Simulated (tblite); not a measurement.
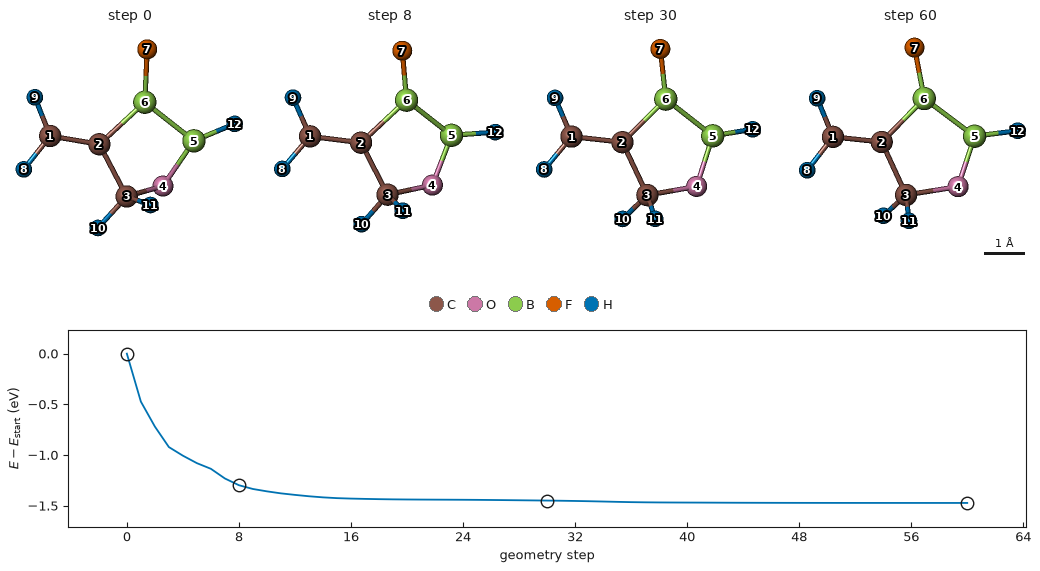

Frames of a relaxation of C₃H₅B₂FO, marked on the history of the run. A ball-and-stick model, seen at a tilt.

These are results of GFN2-xTB geometry optimisation, gas phase (tblite 0.8.0), not measurements. 

Question: What happens along the run?

Answer: The largest move after the best rigid fit is that of H11, 0.67 Å. Largest moves by element: H 0.67 Å, O 0.65 Å, F 0.53 Å, C 0.18 Å, B 0.13 Å. Near-neighbour distances that change, for instance: O4–B5 1.481 → 1.342 Å, B6–F7 1.441 → 1.325 Å, B5–H12 1.197 → 1.172 Å, C3–H11 1.119 → 1.096 Å. Among the angles between lasting bonds that change: B6–B5–H12 123.5° → 138.8°, C3–O4–B5 103.4° → 116.5°, O4–B5–H12 126.8° → 114.7°. Groups turn about C3–O4 by about 55°, C2–C3 by about 40°. After 60 geometry steps the energy has fallen by 1.472 eV. Cost: 0.62 s on 1 thread of Intel(R) Xeon(R) Processor @ 2.70GHz (shared host). From step 0 to 8: O4 moves most (0.36 Å), energy −1.297 eV. From step 8 to 30: H11 moves most (0.28 Å), energy −0.151 eV. From step 30 to 60: F7 moves most (0.31 Å), energy −0.023 eV.

| step | E − E(0), eV |
| --- | --- |
| 0 | 0.0000 |
| 1 | -0.4728 |
| 2 | -0.7189 |
| 3 | -0.9211 |
| 4 | -1.0060 |
| 5 | -1.0796 |
| 6 | -1.1354 |
| 7 | -1.2308 |
| 8 | -1.2971 |
| 9 | -1.3343 |
| 10 | -1.3577 |
| 13 | -1.4060 |
| 15 | -1.4246 |
| 18 | -1.4346 |
| 21 | -1.4387 |
| 23 | -1.4400 |
| 26 | -1.4427 |
| 28 | -1.4455 |
| 31 | -1.4503 |
| 34 | -1.4580 |
| 36 | -1.4640 |
| 39 | -1.4676 |
| 42 | -1.4692 |
| 44 | -1.4701 |
| 47 | -1.4710 |
| 49 | -1.4713 |
| 52 | -1.4717 |
| 55 | -1.4718 |
| 57 | -1.4719 |
| 60 | -1.4719 |
